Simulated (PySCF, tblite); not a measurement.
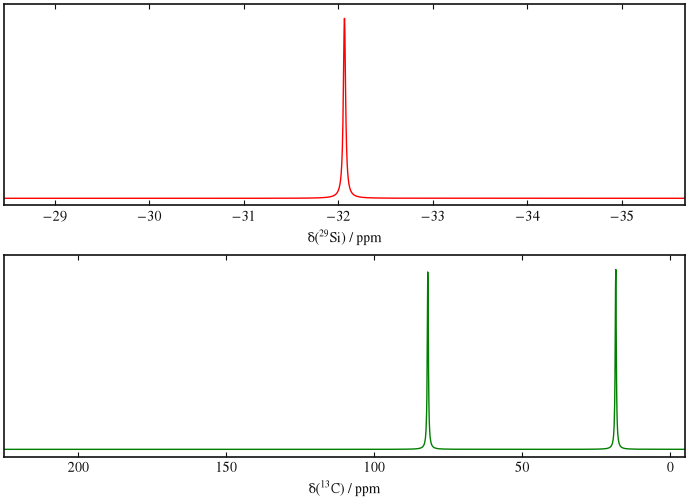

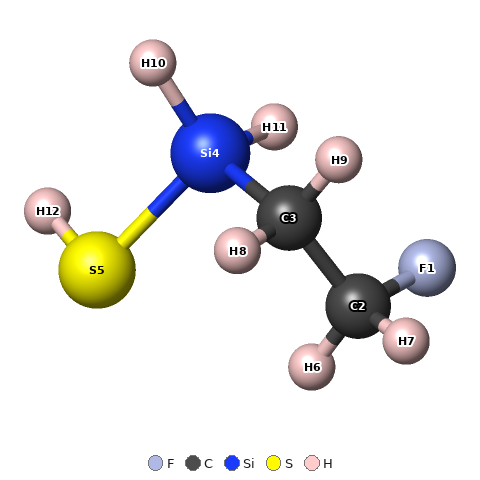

Spectrum and numbered structure of C₂H₇FSSi, SMILES FCC[SiH2]S. GIAO shifts, PBE0/pcSseg-1 in PySCF, at a GFN2-xTB geometry (a minimum by its frequencies), against TMS for ²⁹Si and TMS for ¹³C computed at the same level. Gas phase, fully decoupled, line heights follow the number of nuclei, widths are arbitrary (no quadrupolar broadening); values of one conformer, averaged over nuclei that symmetry or rotation about single bonds exchange, these motions taken as fast; other conformers aren't averaged in.

> Where does the ²⁹Si line lie?

At −32.1 ppm (Si4).

> Which atoms give which ¹³C line?

| δ (ppm) | nuclei | atoms |
| --- | --- | --- |
| 81.8 | 1 | C2 |
| 18.3 | 1 | C3 |

Known limits of this run: the tight-binding geometry is rougher than a DFT one and adds to the error.
